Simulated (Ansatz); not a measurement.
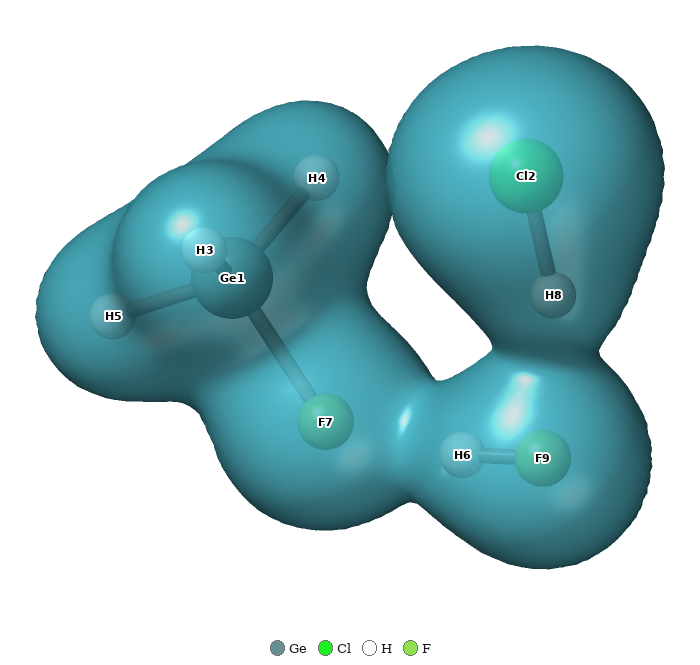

The picture shows: FGeH$_{3}$···HCl···HF. Isosurface of the total electron density at 0.1 e/Å³ (cyan), seen at an oblique angle.

The product side of a reaction path; geometry: PBE0-D4/def2-TZVP; a saddle point, not a minimum.

All numbers below come from RKS PBE0-D4/def2-TZVPP (Ansatz 0.2.0).

```yaml
atoms:
  - { symbol: Ge, position_ang: [-0.9878, -0.8839, -0.7891] }
  - { symbol: Cl, position_ang: [1.3675, -0.5149, 2.1725] }
  - { symbol: H, position_ang: [0.2547, -1.7673, -0.8646] }
  - { symbol: H, position_ang: [-1.6865, -0.8775, 0.5680] }
  - { symbol: H, position_ang: [-1.9422, -1.0596, -1.9731] }
  - { symbol: H, position_ang: [0.6422, 1.6523, -0.1564] }
  - { symbol: F, position_ang: [-0.3859, 0.7762, -1.0046] }
  - { symbol: H, position_ang: [1.4765, 0.6444, 1.5998] }
  - { symbol: F, position_ang: [1.2615, 2.0302, 0.4475] }
```

How is the density connected at this value?

Answer. At this value the surface is in one piece. It bridges the sampled F···H (1.59 Å), Ge–F (1.78 Å), F–H (0.94 Å) and Cl–H (1.30 Å) contacts, where the density stays above the isovalue. On the grid the lowest density along these lines, outside the cores, is 0.33 e/Å³ (F···H, 1.59 Å), 0.84 e/Å³ (Ge–F, 1.78 Å), 2.3 e/Å³ (F–H, 0.94 Å) and 1.6 e/Å³ (Cl–H, 1.30 Å).
